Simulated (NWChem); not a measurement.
# One shape, several levels: SiH3F (SMILES F[SiH3])

Wanted: a comparison of 6 runs (B2PLYP/def2-TZVPP, BHLYP/def2-TZVPP, CAM-B3LYP/def2-TZVPP, M06-2X/def2-TZVPP, r2SCAN/def2-TZVPP, wB97X/def2-TZVPP) of SiH3F. 

Program for the calculation: NWChem 7.3.0.

### 1 The system as given

The species is SiH3F (5 atoms), meant as a singlet with charge 0. As SMILES, `F[SiH3]`. The Si2–H3 distance was set to 3.260 Å, away from the relaxed value. At this shape a bond of the SMILES string is far longer than usual.

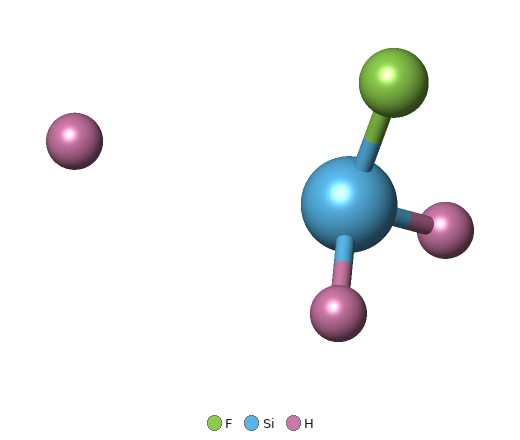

Viewed from a chosen angle; fluorine green, silicon blue, hydrogen pink.

### 2 The energy at B2PLYP/def2-TZVPP (run 1)

The input, run.nw:

```
start run
memory total 2200 mb
charge 0
geometry noautosym nocenter noautoz
F     -0.781271     0.370764     2.553632
Si     0.536629     0.188664     1.664932
H     -0.367800    -0.192600    -1.443700
H      1.261929    -1.009936     2.147232
H      1.373829     1.401364     1.819032
end
basis spherical bse
* library def2-TZVPP
end
dft
xc hfexch 0.53 becke88 0.47 lyp 0.73 mp2 0.27
dftmp2 semidirect
mult 1
grid fine
convergence energy 1e-08
maxiter 100
mulliken
end
mp2
freeze core 6
end
task dft energy
```

Run with:

```sh
$ nwchem run.nw > run.out
```

Output:

```text
[...]
          Wavefunction type:  closed shell.
          No. of atoms     :     5
          No. of electrons :    26
[...]
          Charge           :     0
          Spin multiplicity:     1
[...]
          AO basis - number of functions:   115
[...]
              XC Information
              --------------
                     Hartree-Fock (Exact) Exchange  0.530
                    Becke 1988 Exchange Functional  0.470
              Lee-Yang-Parr Correlation Functional  0.730
[...]
 d= 0,ls=0.0,diis     1   -390.6817001668 -4.50D+02  9.48D-03  5.28D-01     2.4
[...]
 d= 0,ls=0.0,diis     8   -390.7622984545 -3.37D-09  1.69D-06  5.04D-08    11.0
         Total DFT energy =     -390.762298454484
      One electron energy =     -659.531475171815
           Coulomb energy =      241.411762169579
    Exchange-Corr. energy =      -32.054635217374
 Nuclear repulsion energy =       59.412049765126
[...]
      Total Density - Mulliken Population Analysis
     ---------------------------------------------
    Atom       Charge   Shell Charges
 -----------   ------   -------------------------------------------------------
    1 F    9     9.32   0.77  1.20  0.61  0.99  0.34  2.27  2.20  0.94  0.00  0.01  0.00
    2 Si  14    13.43   2.00  0.58  1.39  0.89  0.42  4.12  1.70  0.53  1.03  0.36  0.01  0.17  0.17  0.06
    3 H    1     1.19   0.16  0.39  0.64 -0.00  0.00  0.00
    4 H    1     1.03   0.24  0.54  0.23  0.00  0.01  0.00
    5 H    1     1.03   0.24  0.54  0.23  0.00  0.01  0.00
[...]
  Basis functions       =    115
[...]
```

It took 14 s on 1 thread of Intel Xeon 6975P-C (Granite Rapids), shared host; peak memory 0.28 GiB.

### 3 The energy at BHLYP/def2-TZVPP (run 2)

The input, input.xyz:

```xyz
5

F     -0.781271     0.370764     2.553632
Si     0.536629     0.188664     1.664932
H     -0.367800    -0.192600    -1.443700
H      1.261929    -1.009936     2.147232
H      1.373829     1.401364     1.819032
```

The input, input.nw:

```
start input
memory stack 880 mb heap 220 mb global 1100 mb
geometry units angstrom noautosym nocenter noautoz
 load input.xyz
end
basis spherical bse
 * library def2-TZVPP
end
dft
 xc bhlyp
 grid fine
 convergence energy 1e-08
 iterations 100
 mulliken
end
task dft
```

Run with:

```sh
$ nwchem input.nw > input.out
```

Output:

```text
[...]
          Wavefunction type:  closed shell.
          No. of atoms     :     5
          No. of electrons :    26
[...]
          Charge           :     0
          Spin multiplicity:     1
[...]
          AO basis - number of functions:   115
[...]
              XC Information
              --------------
                        BHLYP Method XC Functional
                     Hartree-Fock (Exact) Exchange  0.500
                        Slater Exchange Functional  0.500 local
                    Becke 1988 Exchange Functional  0.500 non-local
              Lee-Yang-Parr Correlation Functional  1.000
[...]
 d= 0,ls=0.0,diis     1   -390.9424205970 -4.50D+02  1.00D-02  5.46D-01     1.5
[...]
 d= 0,ls=0.0,diis     8   -391.0248779792 -7.43D-09  6.07D-07  4.11D-08     9.9
         Total DFT energy =     -391.024877979240
      One electron energy =     -659.627379333812
           Coulomb energy =      241.511131745353
    Exchange-Corr. energy =      -32.320680155908
 Nuclear repulsion energy =       59.412049765126
[...]
      Total Density - Mulliken Population Analysis
     ---------------------------------------------
    Atom       Charge   Shell Charges
 -----------   ------   -------------------------------------------------------
    1 F    9     9.32   0.77  1.20  0.61  0.99  0.34  2.27  2.19  0.94  0.00  0.01  0.00
    2 Si  14    13.45   2.00  0.58  1.39  0.90  0.42  4.12  1.70  0.54  1.04  0.36  0.01  0.17  0.17  0.06
    3 H    1     1.18   0.16  0.39  0.63 -0.00  0.00  0.00
    4 H    1     1.03   0.24  0.53  0.23  0.00  0.01  0.00
    5 H    1     1.03   0.24  0.53  0.23  0.00  0.01  0.00
[...]
```

Run time: 11 s. Hardware: 1 thread of Intel Xeon 6975P-C (Granite Rapids), shared host; peak memory 0.12 GiB.

Runs 3 to 5 aren't shown in full; the table further down has their settings and results.

### 4 A single-point energy at wB97X/def2-TZVPP (run 6)

The input, input.nw:

```
START input
memory total 2200 mb
GEOMETRY units angstroms noautosym nocenter noautoz
 F     -0.781271     0.370764     2.553632
 Si     0.536629     0.188664     1.664932
 H     -0.367800    -0.192600    -1.443700
 H      1.261929    -1.009936     2.147232
 H      1.373829     1.401364     1.819032
END
BASIS "ao basis" spherical bse
 * library def2-TZVPP
END
DFT
 xc wb97x
 grid fine
 convergence energy 1e-08
 maxiter 100
 mulliken
 print medium
END
TASK dft energy
```

Run with:

```sh
$ nwchem input.nw > input.out
```

Output:

```text
[...]
          Wavefunction type:  closed shell.
          No. of atoms     :     5
          No. of electrons :    26
[...]
          Charge           :     0
          Spin multiplicity:     1
[...]
          AO basis - number of functions:   115
[...]
              XC Information
              --------------
                       wb97x  Method XC Functional
                     Hartree-Fock (Exact) Exchange  1.000
                         wb97x Exchange Functional  1.000
                      wb97x Correlation Functional  1.000
[...]
 d= 0,ls=0.0,diis     1   -390.9425551741 -4.50D+02  7.23D-03  7.39D-01     8.1
[...]
 d= 0,ls=0.0,diis    10   -391.0318408652 -2.34D-09  3.79D-07  1.22D-09    75.0
         Total DFT energy =     -391.031840865161
      One electron energy =     -659.488914132110
           Coulomb energy =      241.347037775829
    Exchange-Corr. energy =      -32.302014274005
 Nuclear repulsion energy =       59.412049765126
[...]
      Total Density - Mulliken Population Analysis
     ---------------------------------------------
    Atom       Charge   Shell Charges
 -----------   ------   -------------------------------------------------------
    1 F    9     9.27   0.77  1.20  0.61  0.97  0.35  2.28  2.15  0.93  0.00  0.01  0.00
    2 Si  14    13.56   2.00  0.57  1.39  0.91  0.44  4.12  1.69  0.56  1.08  0.37  0.01  0.17  0.19  0.06
    3 H    1     1.20   0.16  0.38  0.65 -0.00  0.00  0.00
    4 H    1     0.99   0.24  0.51  0.22  0.00  0.01  0.00
    5 H    1     0.99   0.24  0.51  0.22  0.00  0.01  0.00
[...]
```

Run time: 76 s. Hardware: 1 thread of Intel Xeon 6975P-C (Granite Rapids), shared host; peak memory 0.11 GiB.

### 5 All runs side by side

```tsv
run	level	frozen core orbitals	energy (Eh)	dipole moment (D)	HOMO energy (eV)	LUMO energy (eV)	wall time
1	B2PLYP/def2-TZVPP	6	-390.899137	2.91	-7.32	-2.90	14 s
2	BHLYP/def2-TZVPP	–	-391.024878	2.83	-7.41	-3.18	11 s
3	CAM-B3LYP/def2-TZVPP	–	-391.050014	2.76	-7.79	-2.97	46 s
4	M06-2X/def2-TZVPP	–	-391.002860	2.64	-7.42	-3.14	16 s
5	r2SCAN/def2-TZVPP	–	-391.007251	2.50	-6.11	-4.53	32 s
6	wB97X/def2-TZVPP	–	-391.031841	3.06	-8.63	-2.07	76 s
```

### 6 Outcome

| quantity | value |
| --- | --- |
| run 6: total energy | -391.03184 Eh |
| run 6: dipole moment | 3.06 D |
| run 6: HOMO energy | -8.63 eV |
| run 6: LUMO energy | -2.07 eV |
| run 6: HOMO–LUMO gap | 6.57 eV |

In words: The dipole moment (its size) runs from 2.50 D (r2SCAN/def2-TZVPP) to 3.06 D (wB97X/def2-TZVPP). The HOMO–LUMO gap runs from 1.58 eV (r2SCAN/def2-TZVPP) to 6.57 eV (wB97X/def2-TZVPP). Totals of different functionals can't be ranked against each other. In runs 1, 2, 3, 4, 5, 6 a closed-shell determinant meets a far-stretched bond, which it describes badly. All runs together took 3.2 min, the longest 76 s.
